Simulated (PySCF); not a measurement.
Geometry relaxation of Ge4H10O2 (part 1 of 2)

- system: Ge4H10O2
- method: PBE0-D3(BJ)/def2-SVP geometry optimisation, gas phase (PySCF 2.14.0)

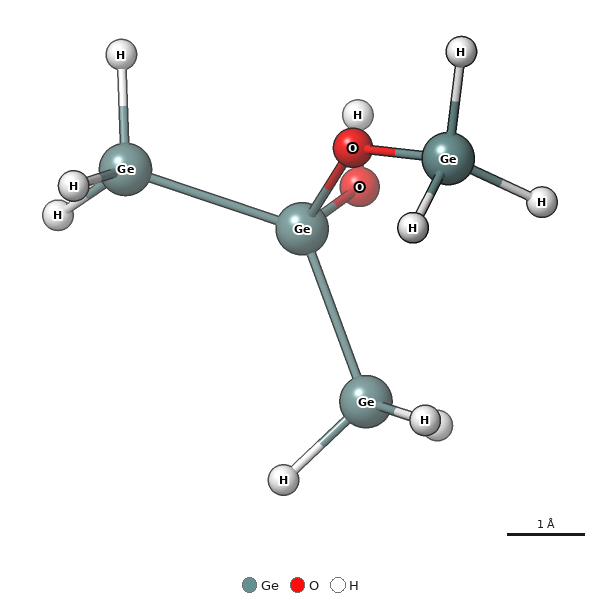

Fig. 1: The structure as given in the input (ball-and-stick view, seen at a tilt). Sticks mark near contacts.

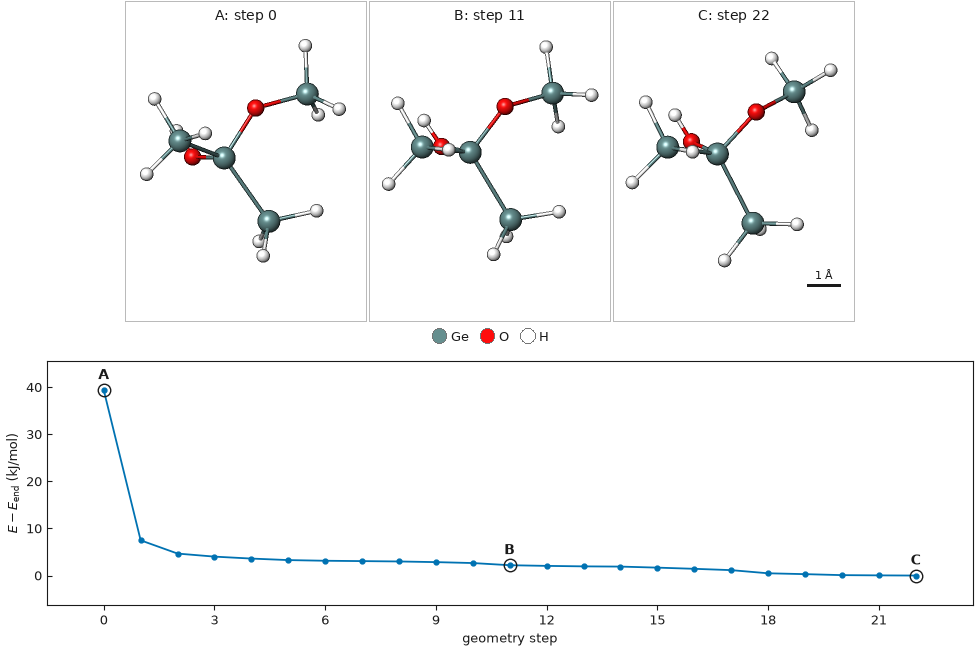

Fig. 2: Frames of the relaxation (ball-and-stick view, seen at a tilt) above the curves, on which the letters mark them (steps are counted from 0).

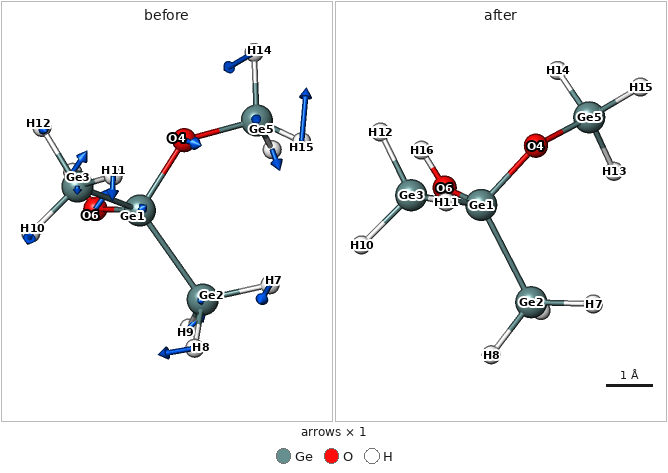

Fig. 3: Before (left) and after (right) the relaxation, at one scale (ball-and-stick view, seen at a tilt). The blue arrows give the displacements, at true length. The energy falls by 39.4 kJ/mol in 22 geometry steps. Largest force component: 2.2 eV/Å at the start, 0.013 eV/Å at the end. The atom that moves furthest after the best rigid fit is H14 (1.33 Å). Largest moves by element: H 1.33 Å, O 0.62 Å, Ge 0.25 Å. Among the contacts that change: O4–Ge5 1.717 → 1.783 Å, Ge1–O6 1.728 → 1.792 Å, Ge3–H10 1.483 → 1.540 Å, Ge2–H8 1.491 → 1.540 Å. Among the angles that change: Ge1–O4–Ge5 135.4° → 125.8°, Ge2–Ge1–Ge3 128.5° → 119.7°, O4–Ge5–H14 103.0° → 109.7°. (Atoms are counted from 1 in the order of the input.)

These pictures come from the run below.

## The input
```
{"job": {"xc": "PBE0", "basis": "def2-SVP", "d3": "d3bj", "grid": 2, "kind": "geom", "shake": 0.01}, "charge": 0, "multiplicity": 1}
Ge     0.016283    -0.373304    -0.576365
Ge    -1.904722    -1.334001     0.540951
Ge     0.060539     1.188423    -2.457045
O      1.056780     0.589906     0.564551
Ge     1.147944     0.783513     2.268033
O      0.934904    -1.786807    -0.955228
H     -2.064321    -0.827693     1.953356
H     -3.193021    -1.040147    -0.150748
H     -1.789971    -2.816666     0.647621
H     -0.643699     0.702092    -3.668601
H     -0.505484     2.544243    -2.155403
H      1.501995     1.436097    -2.893780
H      1.043466    -0.537785     2.948838
H      2.468316     1.446905     2.460071
H      0.017205     1.665430     2.726933
H      1.842334    -1.651522    -1.231039
```

The first line tells a small driver script what to run in PySCF; the rest is the geometry in Å.

Launched with:
```bash
OMP_NUM_THREADS=1 python <driver script> task.json out
```

## The program's output
```
step   0  E = -8462.16128082  max force = 0.043210
step   1  E = -8462.17342623  max force = 0.018367
step   2  E = -8462.17449792  max force = 0.004216
step   3  E = -8462.17474470  max force = 0.002117
step   4  E = -8462.17490217  max force = 0.003311
step   5  E = -8462.17502485  max force = 0.002663
step   6  E = -8462.17507907  max force = 0.001013
step   7  E = -8462.17510717  max force = 0.000557
step   8  E = -8462.17513651  max force = 0.001351
step   9  E = -8462.17518954  max force = 0.002292
step  10  E = -8462.17526408  max force = 0.002727
step  11  E = -8462.17543926  max force = 0.002192
step  12  E = -8462.17549393  max force = 0.001032
step  13  E = -8462.17553289  max force = 0.000571
step  14  E = -8462.17555085  max force = 0.000709
step  15  E = -8462.17563526  max force = 0.001468
step  16  E = -8462.17573026  max force = 0.002345
step  17  E = -8462.17583757  max force = 0.002106
step  18  E = -8462.17609293  max force = 0.001065
step  19  E = -8462.17616156  max force = 0.000932
step  20  E = -8462.17624158  max force = 0.000666
step  21  E = -8462.17626142  max force = 0.000260
step  22  E = -8462.17627639  max force = 0.000262
optimisation converged
```

## Trajectory as extended XYZ (Å, eV, eV/Å), 23 frames, from step=0 to step=22
```
16
Properties=species:S:1:pos:R:3:forces:R:3 step=0 energy=-230267.13718
Ge    0.0163   -0.3733   -0.5764    0.0766   1.7503   0.6448
Ge   -1.9047   -1.3340    0.5410    0.2231   0.3356   0.0236
Ge    0.0605    1.1884   -2.4571    0.4112  -0.1725   0.5156
O     1.0568    0.5899    0.5645   -0.6445  -0.5967  -2.2220
Ge    1.1479    0.7835    2.2680   -0.0971   0.3765   0.7647
O     0.9349   -1.7868   -0.9552    0.4988  -1.4564  -0.2853
H    -2.0643   -0.8277    1.9534    0.1029   0.3614   0.5295
H    -3.1930   -1.0401   -0.1507   -0.7360   0.2689  -0.5406
H    -1.7900   -2.8167    0.6476    0.2510  -0.8879  -0.0647
H    -0.6437    0.7021   -3.6686   -0.6049  -0.5189  -0.8534
H    -0.5055    2.5442   -2.1554   -0.3502   0.6061   0.3668
H     1.5020    1.4361   -2.8938    0.3492  -0.1106   0.0934
H     1.0435   -0.5378    2.9488   -0.0009  -0.9165   0.5088
H     2.4683    1.4469    2.4601    0.8102   0.3723   0.3428
H     0.0172    1.6654    2.7269   -0.5219   0.4383   0.2726
H     1.8423   -1.6515   -1.2310    0.2325   0.1501  -0.0964
16
Properties=species:S:1:pos:R:3:forces:R:3 step=1 energy=-230267.46767
Ge    0.0646   -0.3602   -0.5834    0.1899  -0.5677  -0.3342
Ge   -1.9013   -1.2753    0.5154   -0.1794  -0.0544   0.0735
Ge    0.0097    1.1561   -2.4788    0.0331   0.0883  -0.1480
O     1.0628    0.5750    0.5265    0.2941   0.4214   0.9445
Ge    1.1510    0.7734    2.3160   -0.0549  -0.0156  -0.4891
O     1.0192   -1.8376   -0.9883   -0.3547   0.2037   0.0834
H    -2.0205   -0.6973    1.9450    0.0467   0.0123  -0.0876
H    -3.2032   -0.9388   -0.2382    0.0512   0.0228  -0.0118
H    -1.7695   -2.8037    0.6196    0.0264   0.0114  -0.0200
H    -0.7563    0.5999   -3.6932   -0.0319  -0.0457   0.0214
H    -0.6037    2.5205   -2.1027    0.0006  -0.0733   0.0473
H     1.4744    1.3928   -2.9137   -0.0622  -0.0269   0.0484
H     1.0522   -0.6039    3.0061    0.0232   0.0170  -0.0491
H     2.5081    1.4506    2.5809   -0.0625  -0.0530  -0.0027
H    -0.0166    1.6737    2.7825    0.0648  -0.0469  -0.0590
H     1.9177   -1.6368   -1.2718    0.0156   0.1064  -0.0169
16
Properties=species:S:1:pos:R:3:forces:R:3 step=2 energy=-230267.49683
Ge    0.0832   -0.3536   -0.5763    0.1490  -0.0831   0.0543
Ge   -1.8971   -1.2620    0.5077   -0.0761  -0.0103   0.0196
Ge    0.0020    1.1420   -2.4858   -0.0117   0.0337  -0.0669
O     1.0849    0.5980    0.5523   -0.0063   0.0591   0.1213
Ge    1.1555    0.7678    2.3270   -0.0435  -0.0560  -0.2168
O     1.0185   -1.8255   -0.9837   -0.0682   0.0525   0.0292
H    -2.0145   -0.6676    1.9252    0.0085   0.0121  -0.0075
H    -3.1824   -0.9137   -0.2651    0.0182   0.0132  -0.0159
H    -1.7679   -2.7898    0.6157    0.0121   0.0075  -0.0119
H    -0.7788    0.5571   -3.6783   -0.0083  -0.0267   0.0338
H    -0.6259    2.4930   -2.0989   -0.0104  -0.0151   0.0219
H     1.4572    1.3858   -2.9306   -0.0009   0.0007  -0.0009
H     1.0646   -0.6252    2.9806    0.0114  -0.0113   0.0184
H     2.5011    1.4457    2.6200    0.0119  -0.0036   0.0270
H    -0.0234    1.6460    2.7877   -0.0035   0.0127   0.0150
H     1.9115   -1.6094   -1.2757    0.0179   0.0147  -0.0206
16
Properties=species:S:1:pos:R:3:forces:R:3 step=3 energy=-230267.50355
Ge    0.1042   -0.3448   -0.5695    0.0211   0.0225   0.0604
Ge   -1.8896   -1.2411    0.5049   -0.0156   0.0197  -0.0080
Ge   -0.0073    1.1321   -2.4928   -0.0129   0.0021  -0.0058
O     1.0989    0.6143    0.5608   -0.0181   0.0191  -0.1089
Ge    1.1525    0.7521    2.3298   -0.0094  -0.0387   0.0390
O     1.0362   -1.8130   -0.9741    0.0566  -0.0217  -0.0001
H    -2.0138   -0.6312    1.9142   -0.0083  -0.0001   0.0070
H    -3.1584   -0.8849   -0.2901    0.0028   0.0036  -0.0093
H    -1.7646   -2.7680    0.6190   -0.0026  -0.0009  -0.0006
H    -0.8027    0.5122   -3.6566   -0.0032  -0.0119   0.0120
H    -0.6542    2.4721   -2.1020   -0.0069   0.0048   0.0012
H     1.4375    1.3899   -2.9605   -0.0022   0.0111  -0.0152
H     1.0702   -0.6538    2.9590   -0.0013  -0.0046   0.0131
H     2.4900    1.4313    2.6568    0.0121   0.0037   0.0142
H    -0.0358    1.6130    2.8000   -0.0057   0.0100   0.0127
H     1.9251   -1.5917   -1.2769   -0.0066  -0.0187  -0.0117
16
Properties=species:S:1:pos:R:3:forces:R:3 step=4 energy=-230267.50783
Ge    0.1283   -0.3333   -0.5620   -0.0092   0.0479   0.0433
Ge   -1.8819   -1.2156    0.4981    0.0260   0.0292  -0.0232
Ge   -0.0221    1.1214   -2.5016   -0.0082  -0.0174   0.0378
O     1.1143    0.6348    0.5696   -0.0270   0.0061  -0.1703
Ge    1.1537    0.7332    2.3395    0.0136  -0.0276   0.1515
O     1.0653   -1.7994   -0.9593    0.0688  -0.0337  -0.0021
H    -2.0245   -0.5910    1.8990   -0.0134  -0.0079   0.0084
H    -3.1310   -0.8547   -0.3251   -0.0052  -0.0028  -0.0038
H    -1.7654   -2.7421    0.6226   -0.0120  -0.0052   0.0069
H    -0.8306    0.4600   -3.6324   -0.0012  -0.0013  -0.0051
H    -0.6935    2.4501   -2.1134   -0.0025   0.0103  -0.0108
H     1.4068    1.4017   -3.0029   -0.0048   0.0134  -0.0181
H     1.0767   -0.6865    2.9401   -0.0101   0.0021  -0.0025
H     2.4845    1.4102    2.7011    0.0029   0.0025  -0.0069
H    -0.0418    1.5771    2.8242   -0.0013   0.0034  -0.0007
H     1.9495   -1.5775   -1.2756   -0.0164  -0.0188  -0.0042
16
Properties=species:S:1:pos:R:3:forces:R:3 step=5 energy=-230267.51117
Ge    0.1548   -0.3179   -0.5519   -0.0013   0.0266   0.0114
Ge   -1.8730   -1.1874    0.4872    0.0391   0.0180  -0.0254
Ge   -0.0416    1.1095   -2.5089   -0.0038  -0.0210   0.0462
O     1.1292    0.6608    0.5796   -0.0291   0.0145  -0.1112
Ge    1.1593    0.7114    2.3542    0.0262  -0.0173   0.1369
O     1.1022   -1.7820   -0.9368    0.0270  -0.0240   0.0046
H    -2.0461   -0.5494    1.8784   -0.0103  -0.0082   0.0064
H    -3.0993   -0.8263   -0.3701   -0.0077  -0.0057   0.0007
H    -1.7690   -2.7136    0.6268   -0.0136  -0.0048   0.0090
H    -0.8597    0.4018   -3.6044    0.0004   0.0058  -0.0135
H    -0.7428    2.4257   -2.1299    0.0002   0.0083  -0.0123
H     1.3653    1.4199   -3.0520   -0.0036   0.0089  -0.0119
H     1.0793   -0.7239    2.9172   -0.0131   0.0049  -0.0127
H     2.4879    1.3779    2.7447   -0.0025  -0.0005  -0.0173
H    -0.0385    1.5422    2.8565    0.0027  -0.0006  -0.0099
H     1.9805   -1.5603   -1.2686   -0.0103  -0.0049  -0.0010
16
Properties=species:S:1:pos:R:3:forces:R:3 step=6 energy=-230267.51265
Ge    0.1680   -0.3073   -0.5448    0.0142  -0.0016  -0.0048
Ge   -1.8680   -1.1745    0.4788    0.0229   0.0031  -0.0133
Ge   -0.0546    1.1035   -2.5107   -0.0009  -0.0098   0.0229
O     1.1340    0.6790    0.5857   -0.0298   0.0238  -0.0287
Ge    1.1662    0.6996    2.3646    0.0234  -0.0101   0.0521
O     1.1237   -1.7698   -0.9196   -0.0071  -0.0106   0.0073
H    -2.0650   -0.5308    1.8645   -0.0035  -0.0033   0.0025
H    -3.0820   -0.8184   -0.3986   -0.0046  -0.0041   0.0019
H    -1.7717   -2.7004    0.6298   -0.0066  -0.0019   0.0055
H    -0.8730    0.3715   -3.5907    0.0011   0.0060  -0.0091
H    -0.7744    2.4127   -2.1413    0.0006   0.0027  -0.0053
H     1.3385    1.4340   -3.0772   -0.0007   0.0026  -0.0024
H     1.0740   -0.7447    2.9010   -0.0092   0.0028  -0.0088
H     2.5001    1.3507    2.7618   -0.0020  -0.0034  -0.0106
H    -0.0257    1.5309    2.8791    0.0037   0.0001  -0.0076
H     1.9982   -1.5475   -1.2602   -0.0014   0.0038  -0.0017
16
Properties=species:S:1:pos:R:3:forces:R:3 step=7 energy=-230267.51341
Ge    0.1718   -0.3007   -0.5408    0.0182  -0.0197  -0.0103
Ge   -1.8658   -1.1723    0.4740    0.0020  -0.0058   0.0006
Ge   -0.0622    1.1020   -2.5105    0.0015   0.0024  -0.0021
O     1.1312    0.6919    0.5885   -0.0281   0.0286   0.0231
Ge    1.1721    0.6945    2.3698    0.0148  -0.0065  -0.0179
O     1.1334   -1.7617   -0.9087   -0.0175  -0.0012   0.0055
H    -2.0778   -0.5260    1.8566    0.0018   0.0015  -0.0008
H    -3.0754   -0.8239   -0.4129   -0.0004  -0.0017   0.0016
H    -1.7708   -2.6976    0.6333    0.0013   0.0004   0.0012
H    -0.8762    0.3605   -3.5879    0.0012   0.0034  -0.0018
H    -0.7926    2.4075   -2.1480    0.0001  -0.0016   0.0018
H     1.3251    1.4444   -3.0847    0.0016  -0.0015   0.0045
H     1.0633   -0.7543    2.8892   -0.0038  -0.0004  -0.0011
H     2.5154    1.3274    2.7633    0.0010  -0.0051   0.0001
H    -0.0088    1.5345    2.8946    0.0034   0.0022  -0.0019
H     2.0056   -1.5378   -1.2537    0.0029   0.0048  -0.0024
16
Properties=species:S:1:pos:R:3:forces:R:3 step=8 energy=-230267.51421
Ge    0.1715   -0.2937   -0.5380    0.0140  -0.0322  -0.0131
Ge   -1.8643   -1.1746    0.4706   -0.0171  -0.0104   0.0143
Ge   -0.0698    1.1029   -2.5104    0.0049   0.0132  -0.0232
O     1.1219    0.7077    0.5900   -0.0243   0.0296   0.0564
Ge    1.1785    0.6905    2.3726    0.0047  -0.0042  -0.0694
O     1.1402   -1.7522   -0.8983   -0.0156   0.0071   0.0018
H    -2.0901   -0.5245    1.8495    0.0057   0.0056  -0.0037
H    -3.0723   -0.8387   -0.4236    0.0032   0.0005   0.0004
H    -1.7650   -2.6988    0.6398    0.0086   0.0022  -0.0029
H    -0.8750    0.3551   -3.5903    0.0008  -0.0001   0.0051
H    -0.8109    2.4040   -2.1539   -0.0006  -0.0044   0.0075
H     1.3148    1.4568   -3.0846    0.0030  -0.0042   0.0092
H     1.0453   -0.7621    2.8744    0.0015  -0.0032   0.0061
H     2.5366    1.2951    2.7582    0.0043  -0.0062   0.0101
H     0.0167    1.5462    2.9130    0.0030   0.0044   0.0037
H     2.0103   -1.5253   -1.2470    0.0039   0.0023  -0.0024
16
Properties=species:S:1:pos:R:3:forces:R:3 step=9 energy=-230267.51565
Ge    0.1663   -0.2799   -0.5342    0.0003  -0.0435  -0.0168
Ge   -1.8629   -1.1823    0.4661   -0.0395  -0.0124   0.0317
Ge   -0.0838    1.1072   -2.5113    0.0105   0.0253  -0.0453
O     1.0958    0.7412    0.5925   -0.0166   0.0250   0.0871
Ge    1.1905    0.6819    2.3742   -0.0100   0.0007  -0.1179
O     1.1517   -1.7312   -0.8795   -0.0045   0.0174  -0.0040
H    -2.1128   -0.5214    1.8361    0.0097   0.0100  -0.0076
H    -3.0694   -0.8752   -0.4410    0.0074   0.0027  -0.0016
H    -1.7475   -2.7030    0.6559    0.0172   0.0041  -0.0077
H    -0.8683    0.3484   -3.5991   -0.0002  -0.0052   0.0129
H    -0.8469    2.3981   -2.1641   -0.0017  -0.0069   0.0130
H     1.2986    1.4830   -3.0773    0.0039  -0.0065   0.0131
H     1.0052   -0.7753    2.8439    0.0084  -0.0070   0.0138
H     2.5798    1.2227    2.7415    0.0087  -0.0077   0.0217
H     0.0747    1.5720    2.9531    0.0029   0.0068   0.0098
H     2.0173   -1.4977   -1.2350    0.0035  -0.0028  -0.0022
```
